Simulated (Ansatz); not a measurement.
```
CELL_PARAMETERS angstrom
6.01917 0.00000 0.00000
0.00000 6.01917 0.00000
0.00000 0.00000 6.01917
ATOMIC_POSITIONS crystal
As 0.00000 0.00000 0.00000
Ga 0.75878 0.75878 0.75878
Sb 0.50000 0.50000 0.00000
Ga 0.24122 0.24122 0.75878
Sb 0.50000 0.00000 0.50000
Ga 0.24122 0.75878 0.24122
Sb 0.00000 0.50000 0.50000
Ga 0.75878 0.24122 0.24122
```

Space group P-43m; started from the ordered alloy on zincblende lattice prototype, which need not be the ambient phase; computed pressure about 2 GPa in this cell.

Level of theory: DFT, PBE, plane waves, PAW (Ansatz 0.2.0).

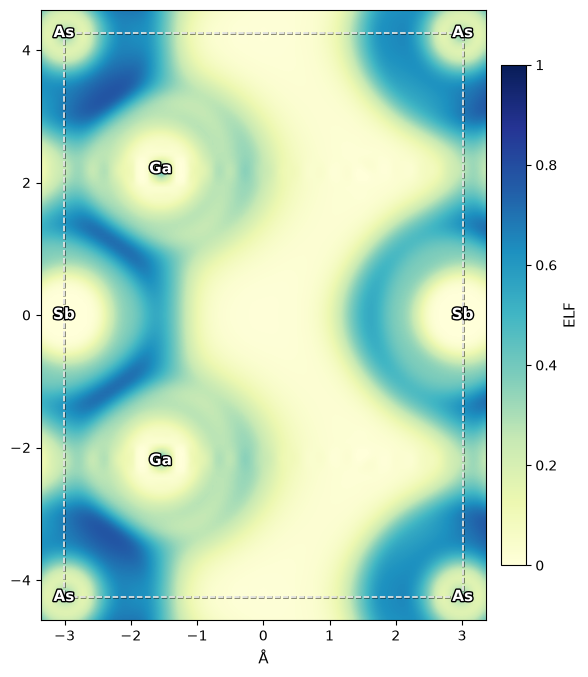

Ga$_{4}$Sb$_{3}$As. ELF on the (101) plane of the conventional cell.

Q: What does the map show?

A: The section cuts through As, Ga and Sb sites. Ga–As (2.51 Å): the ELF peaks at about 0.80 between the atoms, as expected for a covalent bond. Ga–Sb (2.64 Å): the ELF peaks at about 0.70 between the atoms.
